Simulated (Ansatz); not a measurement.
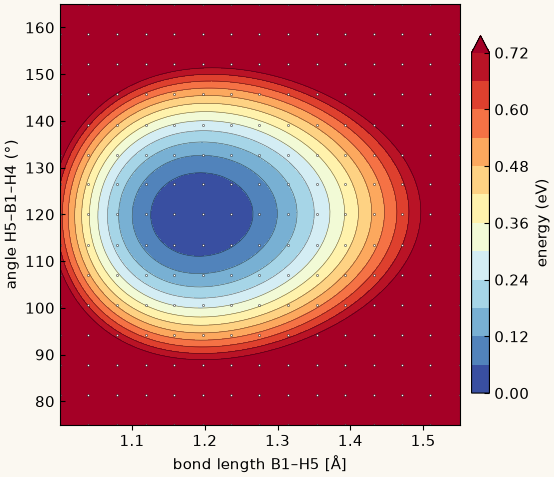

CH₂BSi, SMILES BC#[Si], spin multiplicity 2. 
- The first coordinate is: bond length B1–H5; the second: angle H5–B1–H4.
- Nothing is relaxed (all other coordinates rigid).
- The scan uses a 15 × 15 grid.
- All energies are given in eV relative to the lowest grid point.
- Theory: Ansatz 0.2.0, UHF/def2-TZVP.

In the figure: filled contours, dots at the grid points, one colour for all values above the top of the scale. Between grid points the surface is interpolated.

> Estimate the position of the minimum and the force constants in these coordinates.

The interpolated minimum is at bond length B1–H5 ≈ 1.192 Å, angle H5–B1–H4 ≈ 120.0°. The curvatures there are about 25 eV/Å² and 4.9 eV/rad², with a cross term of about 0 eV/(Å·rad). Round the minimum the two coordinates are nearly uncoupled.
